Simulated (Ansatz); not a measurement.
```xyz
4

S    -0.0854   -1.4848    0.3084
Zn   -0.3414    0.5672   -0.4135
H     1.0278   -1.1425    1.0204
H    -0.5454    1.9999   -0.9356
```

Level of theory: RKS PBE-D4/def2-SVP in Ansatz.

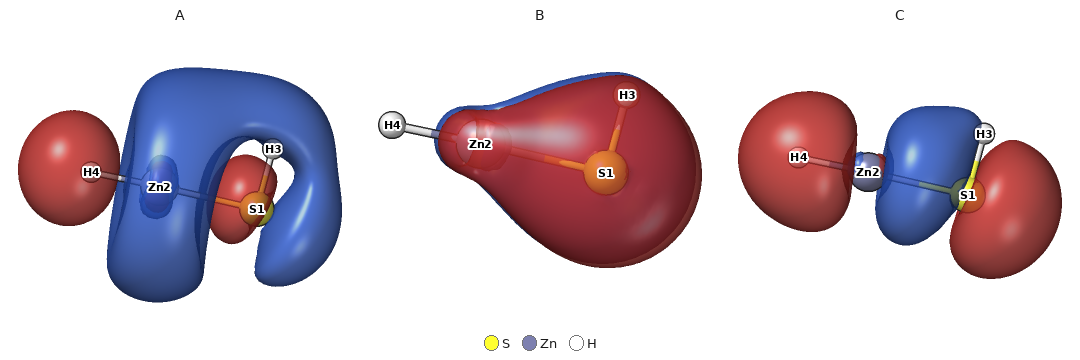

H2SZn. Three frontier orbitals at ±0.06 Å⁻³ᐟ² (blue and red are the two phases), in no order.

**Order the three orbitals by energy and name them.**

C is the HOMO−1 (−6.88 eV). By Hirshfeld shares it lies mainly on S1 (about 55 %), H4 (about 25 %) and Zn2 (about 20 %); it is symmetric in the molecular plane (an in-plane orbital: σ, lone-pair or in-plane π type). B is the HOMO (−5.69 eV). By Hirshfeld shares it lies mainly on S1 (about 85 %) and Zn2 (about 10 %); it changes sign across the molecular plane (π type). A is the LUMO (−0.74 eV). It lies mainly on Zn2 (about 50 %), S1 (about 25 %), H4 (about 20 %) and H3 (about 5 %).

**What is the HOMO–LUMO gap?**

4.95 eV between the orbital energies.
